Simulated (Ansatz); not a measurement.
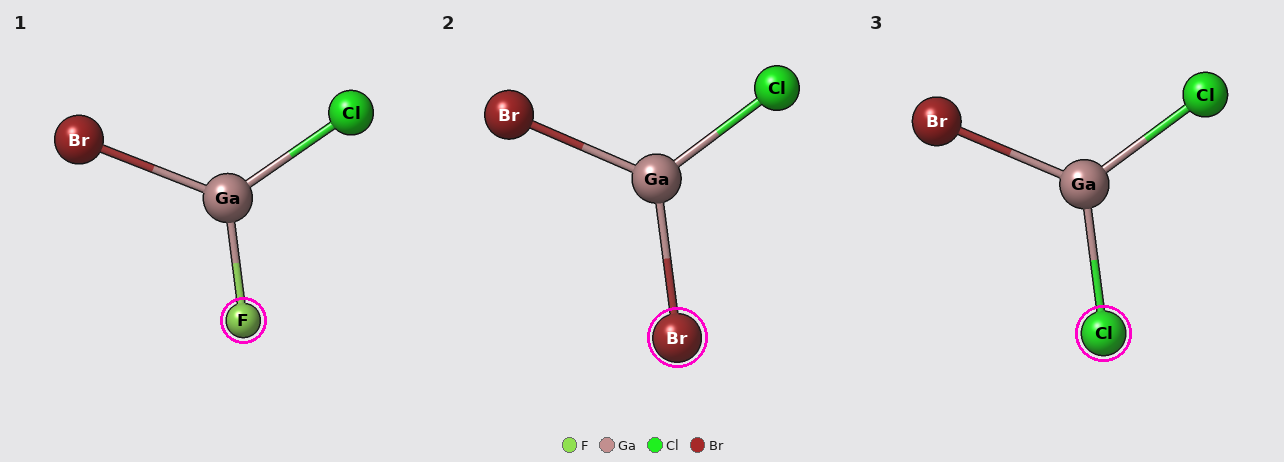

3 molecules with one skeleton, seen from the same side and at one scale; the atom that differs is circled. Each species is neutral and a spin singlet. Computed geometries: PBE0-D4/def2-TZVP optimisations, one conformation each. Properties computed with Ansatz 0.2.0.

One atom differs, called X below: F in panel 1, Br in panel 2, Cl in panel 3. Their formulas are GaBrClF (`[F][Ga]([Cl])[Br]`), GaBr2Cl (`[Cl][Ga]([Br])[Br]`), GaBrCl2 (`[Cl][Ga]([Cl])[Br]`).

Question: Rank them by the HOMO–LUMO gap, lowest first (r2SCAN-D4/def2-TZVPP).

Answer: 2 (Br), 3 (Cl), 1 (F).

Question: Rank them by the HOMO energy (Kohn–Sham orbital), lowest first (r2SCAN-D4/def2-TZVPP).

Answer: 1 (F), 3 (Cl), 2 (Br).

Give the values. With PBE0-D4/def2-TZVP: length of X–Ga (Å), angle X–Ga–Br (°). With r2SCAN-D4/def2-TZVPP: dipole moment (D), HOMO energy (Kohn–Sham orbital) (eV), HOMO–LUMO gap (eV).

| quantity | 1 (F) | 2 (Br) | 3 (Cl) |
| --- | --- | --- | --- |
| length of X–Ga (Å) | 1.735 | 2.258 | 2.115 |
| angle X–Ga–Br (°) | 118.6 | 120.8 | 120.4 |
| dipole moment (D) | 0.99 | 0.30 | 0.32 |
| HOMO energy (Kohn–Sham orbital) (eV) | −8.22 | −7.89 | −8.05 |
| HOMO–LUMO gap (eV) | 5.46 | 5.09 | 5.33 |
